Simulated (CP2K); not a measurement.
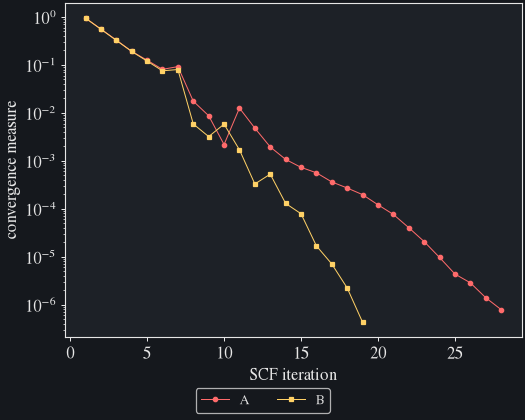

Two SCF runs that differ in one setting.
AlH5NOPSi (SMILES [AlH2][N]1[SiH2]OP1); RHF AM1 (CP2K).

A: level_shift set to 0.3
B: usual settings

### Which runs converged, and in how many iterations?

Run B converged in 19 iterations. Run A converged in 28 iterations. A level shift pushes the empty orbitals up, which shortens each step: safer, but slower. Both end at the same energy within 1 meV.
